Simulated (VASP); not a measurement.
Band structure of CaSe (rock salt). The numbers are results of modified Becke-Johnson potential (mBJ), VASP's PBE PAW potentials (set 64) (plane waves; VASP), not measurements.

mBJ is a potential without an energy functional, so only the levels count.

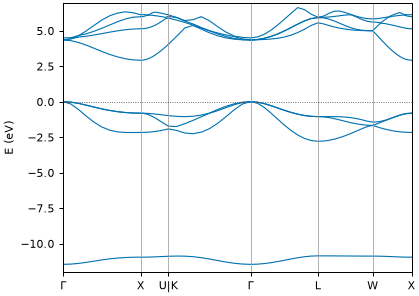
Figure: Bands along high-symmetry lines, zero at the valence-band maximum or, without a gap, the Fermi level

Task: Read the plot: is there a gap, and where are the band edges?

Result: The gap is indirect, 2.92 eV, from the valence maximum at Γ to the conduction minimum at X.

Measured: gap 3.85 eV (computed value off by -0.93 eV), as given by Abedi et al., (2022), arXiv:2211.14644.

The compound is CaSe in the rock salt structure. It was relaxed first. The cell's shape comes from a PBE relaxation.
